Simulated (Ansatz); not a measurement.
# C₇H₁₅NOSi (SiEt3(NCO)) (charge +1, doublet): what the fields show

```
atom    x (Å)    y (Å)    z (Å)
  Si   0.0417   0.0313  -0.1423
   C  -0.1971   0.0733   1.8924
   C   0.3276  -1.1302   2.6033
   H  -1.3006   0.2045   1.9042
   H   0.3335   1.0276   2.0989
   H   0.1333  -0.9752   3.6979
   H  -0.1901  -2.0692   2.3290
   H   1.4250  -1.2569   2.5177
   C   1.8951  -0.1922  -0.4355
   C   2.2142  -0.2607  -1.9375
   H   2.2200  -1.1117   0.0942
   H   2.3999   0.6673   0.0580
   H   3.3136  -0.3624  -2.0690
   H   1.7433  -1.1348  -2.4285
   H   1.9109   0.6541  -2.4847
   C  -0.7873   1.6085  -0.7427
   C  -2.2874   1.7459  -0.4952
   H  -0.5637   1.5910  -1.8375
   H  -0.2086   2.4583  -0.3191
   H  -2.6800   2.6622  -0.9834
   H  -2.8574   0.8884  -0.9039
   H  -2.5258   1.8433   0.5844
   N  -0.8388  -1.3528  -0.6345
   C  -1.4615  -2.3332  -1.0060
   O  -2.0598  -3.2765  -1.3604
```

Geometry: PBE-D4/def2-SVP.

Computed with UKS PBE0-D4/def2-TZVP in Ansatz.

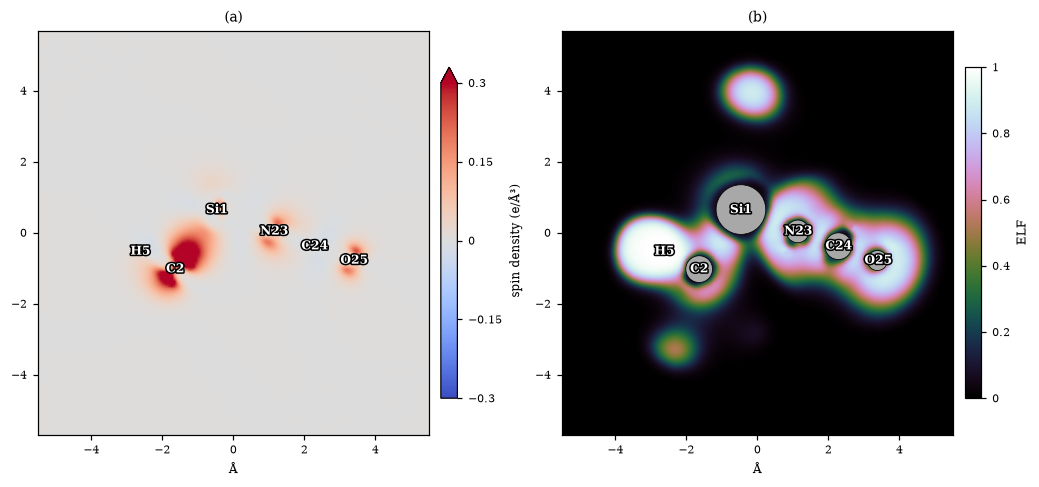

Figure 1. (a) spin density; (b) electron localisation function on the plane of atoms C2, Si1 and N23. Grey discs cover the atomic cores in the ELF map.

**Read the bonding off the picture.**

The section cuts through Si, C, H, N and O sites.
C–O (1.17 Å): the ELF peaks at about 0.85 between the atoms (a short, multiple covalent bond).
C–N (1.22 Å): the ELF peaks at about 0.85 between the atoms: a short, multiple covalent bond.
Si–N (1.71 Å): the ELF peaks at about 0.90 between the atoms; a polar covalent bond.
C–H (1.11 Å): the ELF climbs to about 1 towards the hydrogen, as it does in any bond to H (a covalent bond by its length).
The ELF also peaks beside O25, away from the bonds: non-bonding electrons, paired or unpaired.
The unpaired spin (1 electron) lies mostly on C2 (about 0.4) and Si1 (about 0.1), in electrons by Hirshfeld's partition.

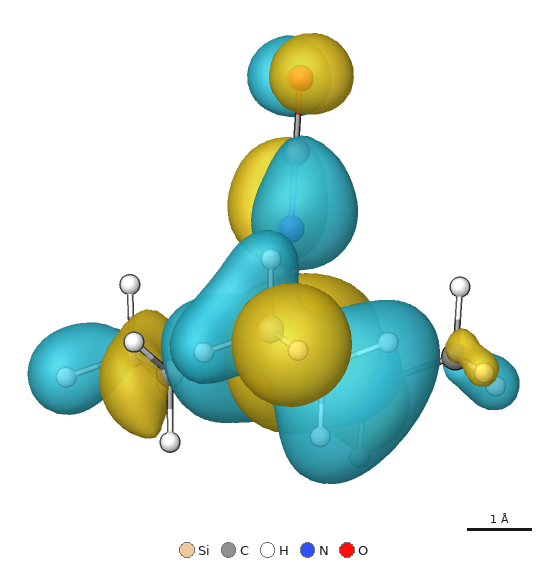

Figure 2. One frontier orbital at ±0.06 Å⁻³ᐟ² (yellow and cyan are the two phases), seen from one side.

**Which orbital is it: HOMO (β) or LUMO (β)?**

The LUMO (β), at −10.03 eV. It lies mainly on C2 (about 30 %), Si1 (about 15 %), C3 (about 5 %) and N23 (about 5 %).

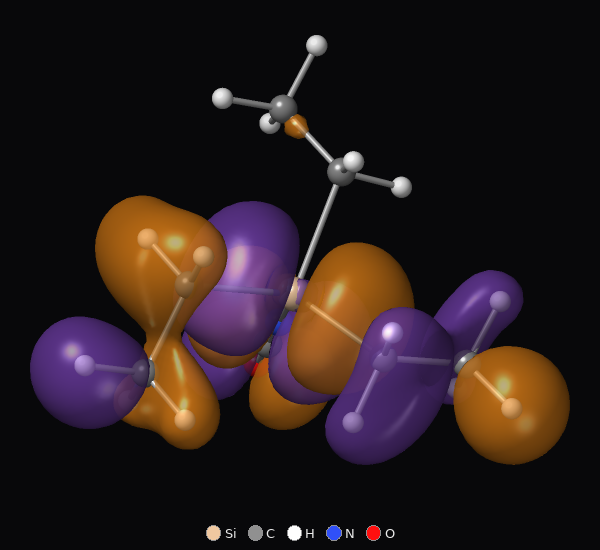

Figure 3. One frontier orbital at ±0.06 Å⁻³ᐟ² (orange and purple are the two phases), seen at a tilt.

**Which orbital is it: HOMO (β) or LUMO (β)?**

The HOMO (β), at −12.21 eV. It lies mainly on C16 (about 15 %), C9 (about 15 %), Si1 (about 15 %), N23 (about 15 %) and O25 (about 10 %).
